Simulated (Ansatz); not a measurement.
**SiO: one change and its effect**

System: SiO, SMILES O=[Si].
Method of run 1: RKS PBE0-D4/def2-QZVPP (Ansatz 0.2.0).

Text and figures count atoms from 1; the logs count them from 0 in places.

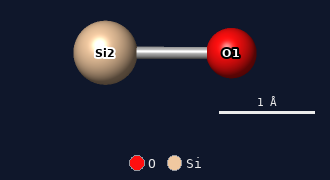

Figure 1. The structure as given in the input (ball-and-stick view, seen at a tilt; atoms are numbered from 1 in the order of the input). Bond lengths as drawn: O–Si 1.33 Å.

## Input file, run 1
```yaml
crystal:
  periodic: [false, false, false]
  atoms:
    - { symbol: O, position_ang: [0.0, 0.0, 0.0] }
    - { symbol: Si, position_ang: [0.0, 0.0, 1.3272] }
basis:
  gaussian: { orbitals: def2-QZVPP.json }
hamiltonian:
  xc: pbe0
  dispersion: d4
```

Command:
```bash
ansatz run input.yaml --threads 2 --pin off --max-ram 5120MiB --backend cpu --events-out ev --progress --plain --runs-dir out
```

Hardware: 2 threads of Intel Xeon (Sapphire Rapids), 64 GiB of memory available, shared host.

## Output (run 1)
```
Engine: ansatz 0.2.0, x86_64-unknown-linux-gnu
Functional definition: PBE0
  parameter a = 0.25
  parameter kappa = 0.804
  parameter beta = 0.06672455060314922
  exchange = (1 - a)*pbe_x(kappa = kappa, mu = beta*pi^2/3) + a*exact_x
  correlation = pbe_c(beta = beta)
551 factors; their error is unknown
mean field evaluation 1: about -9910.4022 eV, gradient 7.2e1 eV
mean field evaluation 2: about -9840.1818 eV, gradient 1.8e2 eV
mean field evaluation 4: about -9919.1203 eV, gradient 3.1e0 eV
mean field evaluation 8: about -9919.1409 eV, gradient 7.8e-2 eV
mean field -9919.14088803 eV, -364.5217042001 hartree, gradient 3.3e-5 eV, S^2 0.000000; 0 other end points of the search recorded, 0 dependent functions left out
reference -9919.14090973 eV, -364.5217049974 hartree; 11, 11 occupied and 116, 116 virtual orbitals, 551 factors
Total energy: -9919.15960669 eV, -364.5223920978 hartree
```

The input of run 2 differs as follows (lines with − go, lines with + come):
```diff
-    - { symbol: Si, position_ang: [0.0, 0.0, 1.3272] }
+    - { symbol: Si, position_ang: [0.0, 0.0, 1.478] }
```

What does this change do to the results?

With the same method and basis, run 2 lies 31.5 kcal/mol lower.

## Output (run 2)
```
Engine: ansatz 0.2.0, x86_64-unknown-linux-gnu
Functional definition: PBE0
  parameter a = 0.25
  parameter kappa = 0.804
  parameter beta = 0.06672455060314922
  exchange = (1 - a)*pbe_x(kappa = kappa, mu = beta*pi^2/3) + a*exact_x
  correlation = pbe_c(beta = beta)
551 factors; their error is unknown
mean field evaluation 1: about -9911.8702 eV, gradient 6.9e1 eV
mean field evaluation 2: about -9811.1617 eV, gradient 1.9e2 eV
mean field evaluation 4: about -9920.4803 eV, gradient 3.5e0 eV
mean field evaluation 8: about -9920.5018 eV, gradient 1.4e-2 eV
mean field -9920.50767656 eV, -364.5719327520 hartree, gradient 2.1e-5 eV, S^2 0.000000; 0 other end points of the search recorded, 0 dependent functions left out
reference -9920.50769891 eV, -364.5719335734 hartree; 11, 11 occupied and 116, 116 virtual orbitals, 551 factors
Total energy: -9920.52612178 eV, -364.5726106013 hartree
```

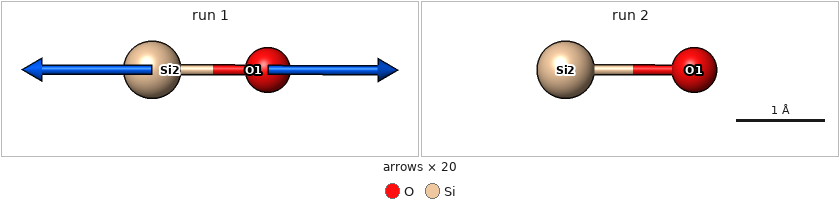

Figure 2. The two input geometries at one scale (ball-and-stick view, seen at a tilt). The blue arrows on the first give the shifts of the atoms after the best rigid fit, magnified 20 times. The largest moves after the best rigid fit, 0.075 Å, are those of O1 and Si2. By element the largest moves are Si 0.075 Å, O 0.075 Å. Among the contacts that change: O1–Si2 1.327 → 1.478 Å.

## The two runs side by side

| quantity | run 1 | run 2 |
| --- | --- | --- |
| outcome | converged | converged |
| total energy (hartree) | −364.522392 | −364.572611 |
| basis functions | 127 | 127 |
| wall time (shared host) | 0.52 s | 0.54 s |
